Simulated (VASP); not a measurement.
Band structure of Se (trig). Method: modified Becke-Johnson potential (mBJ), VASP's PBE PAW potentials (set 64) (plane waves; VASP).

mBJ is a potential without an energy functional, so only the levels count. Without a dispersion term in the relaxation, distances and binding between the weakly bound layers, chains or molecules are unreliable, and so is what depends on them.

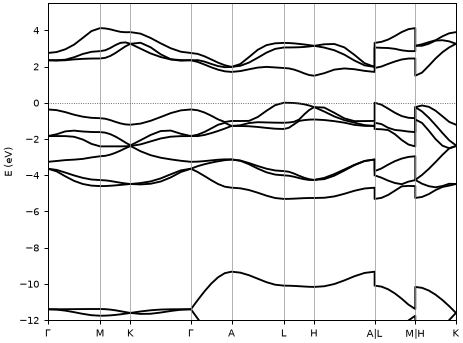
*Bands along high-symmetry lines, zero at the valence-band maximum or, without a gap, the Fermi level*

Read the plot: is there a gap, and where are the band edges?

The gap is indirect, 1.49 eV, from the valence maximum at L to the conduction minimum at H.

The compound is Se in the trig structure. It was relaxed first, which changed the volume by +9 %. The cell's shape comes from a PBE relaxation.
